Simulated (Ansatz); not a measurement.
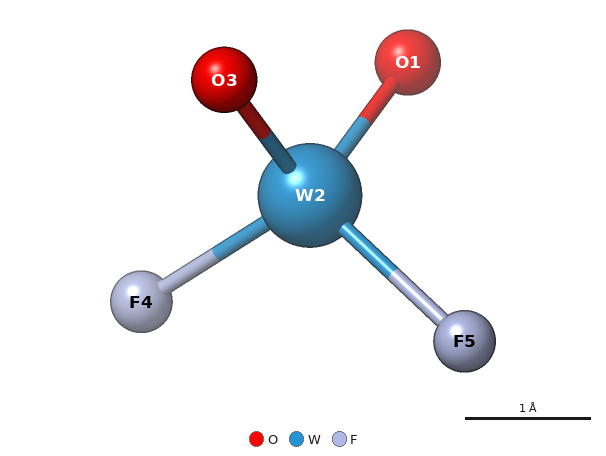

Figure made from data computed with Ansatz.

Orthographic view. Depth is shown by fading: the farther an atom, the more it takes the colour of the background. Charge 0, singlet. Geometry: moved along internal coordinates away from the minimum.

Give the distance matrix in Å.

```tsv
atom	O1	W2	O3	F4	F5
O1	0.00				
W2	1.67	0.00			
O3	2.69	1.69	0.00		
F4	2.87	1.85	2.89	0.00	
F5	2.87	1.85	2.89	3.09	0.00
```
